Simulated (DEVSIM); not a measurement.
Structure: Cr/SiO2/p-Si capacitor, at 250 K.

```csv
layer (left to right),material,thickness (nm),Na (cm⁻³)
1,SiO2,31.0,-
2,Si,3400,2.8e16
```

Metal gate on the left, work function 4.5 eV. Fixed charge at the semiconductor interface 0 cm⁻² (in units of +e); no interface traps.

The device is made up for the run: typed textbook-type constants, with dimensions and the other settings drawn at random. Values at 300 K; Nc and Nv go as T^1.5, mobilities as T to minus their exponent, the gap by Varshni's rule with the affinity fixed.

| parameter | SiO2 | Si |
|---|---|---|
| gap (eV) | 9 | 1.124 |
| affinity (eV) | 0.9 | 4.05 |
| permittivity | 3.9 | 11.7 |
| Nc (cm⁻³) | - | 2.86e19 |
| Nv (cm⁻³) | - | 3.1e19 |
| Varshni α (eV/K) | - | 0.000473 |
| Varshni β (K) | - | 636 |

Simulated with DEVSIM: 1D Poisson equation in equilibrium, Boltzmann statistics, complete ionisation; no quantum confinement or tunnelling. Metal contacts follow the ideal Schottky-Mott rule: no Fermi-level pinning, no interface dipoles.

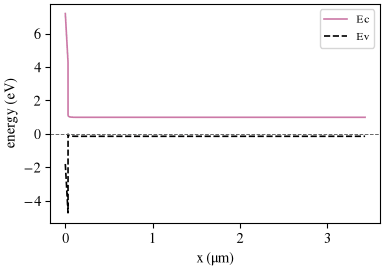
Figure. Band edges at -3.6 V on the gate

Energies count from the Fermi level of the right contact; mesh points crowd at the junctions.

```json
[
 {"x (μm)": "0.000", "Ec (eV)": "7.200", "Ev (eV)": "-1.800", "n (cm⁻³)": "< 1e2", "p (cm⁻³)": "< 1e2", "field (V/cm)": "-940000"},
 {"x (μm)": "0.001581", "Ec (eV)": "7.051", "Ev (eV)": "-1.949", "n (cm⁻³)": "< 1e2", "p (cm⁻³)": "< 1e2", "field (V/cm)": "-940000"},
 {"x (μm)": "0.005150", "Ec (eV)": "6.714", "Ev (eV)": "-2.286", "n (cm⁻³)": "< 1e2", "p (cm⁻³)": "< 1e2", "field (V/cm)": "-940000"},
 {"x (μm)": "0.01321", "Ec (eV)": "5.954", "Ev (eV)": "-3.046", "n (cm⁻³)": "< 1e2", "p (cm⁻³)": "< 1e2", "field (V/cm)": "-940000"},
 {"x (μm)": "0.02571", "Ec (eV)": "4.774", "Ev (eV)": "-4.226", "n (cm⁻³)": "< 1e2", "p (cm⁻³)": "< 1e2", "field (V/cm)": "-940000"},
 {"x (μm)": "0.02936", "Ec (eV)": "4.430", "Ev (eV)": "-4.570", "n (cm⁻³)": "< 1e2", "p (cm⁻³)": "< 1e2", "field (V/cm)": "-940000"},
 {"x (μm)": "0.03097", "Ec (eV)": "4.278", "Ev (eV)": "-4.722", "n (cm⁻³)": "< 1e2", "p (cm⁻³)": "< 1e2", "field (V/cm)": "-760000"},
 {"x (μm)": "0.03339", "Ec (eV)": "1.083", "Ev (eV)": "-0.053", "n (cm⁻³)": "< 1e2", "p (cm⁻³)": "2.0e18", "field (V/cm)": "-110000"},
 {"x (μm)": "0.03841", "Ec (eV)": "1.048", "Ev (eV)": "-0.088", "n (cm⁻³)": "< 1e2", "p (cm⁻³)": "4.0e17", "field (V/cm)": "-45000"},
 {"x (μm)": "0.05051", "Ec (eV)": "1.017", "Ev (eV)": "-0.119", "n (cm⁻³)": "< 1e2", "p (cm⁻³)": "9.5e16", "field (V/cm)": "-15000"},
 {"x (μm)": "0.07972", "Ec (eV)": "0.997", "Ev (eV)": "-0.139", "n (cm⁻³)": "< 1e2", "p (cm⁻³)": "3.7e16", "field (V/cm)": "-2900"},
 {"x (μm)": "0.1931", "Ec (eV)": "0.991", "Ev (eV)": "-0.145", "n (cm⁻³)": "< 1e2", "p (cm⁻³)": "2.8e16", "field (V/cm)": "-16"},
 {"x (μm)": "0.4238", "Ec (eV)": "0.991", "Ev (eV)": "-0.145", "n (cm⁻³)": "< 1e2", "p (cm⁻³)": "2.8e16", "field (V/cm)": "≈ 0"},
 {"x (μm)": "0.9803", "Ec (eV)": "0.991", "Ev (eV)": "-0.145", "n (cm⁻³)": "< 1e2", "p (cm⁻³)": "2.8e16", "field (V/cm)": "≈ 0"},
 {"x (μm)": "2.476", "Ec (eV)": "0.991", "Ev (eV)": "-0.145", "n (cm⁻³)": "< 1e2", "p (cm⁻³)": "2.8e16", "field (V/cm)": "≈ 0"},
 {"x (μm)": "3.036", "Ec (eV)": "0.991", "Ev (eV)": "-0.145", "n (cm⁻³)": "< 1e2", "p (cm⁻³)": "2.8e16", "field (V/cm)": "≈ 0"},
 {"x (μm)": "3.268", "Ec (eV)": "0.991", "Ev (eV)": "-0.145", "n (cm⁻³)": "< 1e2", "p (cm⁻³)": "2.8e16", "field (V/cm)": "≈ 0"},
 {"x (μm)": "3.364", "Ec (eV)": "0.991", "Ev (eV)": "-0.145", "n (cm⁻³)": "< 1e2", "p (cm⁻³)": "2.8e16", "field (V/cm)": "≈ 0"},
 {"x (μm)": "3.411", "Ec (eV)": "0.991", "Ev (eV)": "-0.145", "n (cm⁻³)": "< 1e2", "p (cm⁻³)": "2.8e16", "field (V/cm)": "≈ 0"},
 {"x (μm)": "3.423", "Ec (eV)": "0.991", "Ev (eV)": "-0.145", "n (cm⁻³)": "< 1e2", "p (cm⁻³)": "2.8e16", "field (V/cm)": "≈ 0"},
 {"x (μm)": "3.429", "Ec (eV)": "0.991", "Ev (eV)": "-0.145", "n (cm⁻³)": "< 1e2", "p (cm⁻³)": "2.8e16", "field (V/cm)": "≈ 0"},
 {"x (μm)": "3.431", "Ec (eV)": "0.991", "Ev (eV)": "-0.145", "n (cm⁻³)": "< 1e2", "p (cm⁻³)": "2.8e16", "field (V/cm)": "≈ 0"}
]
```
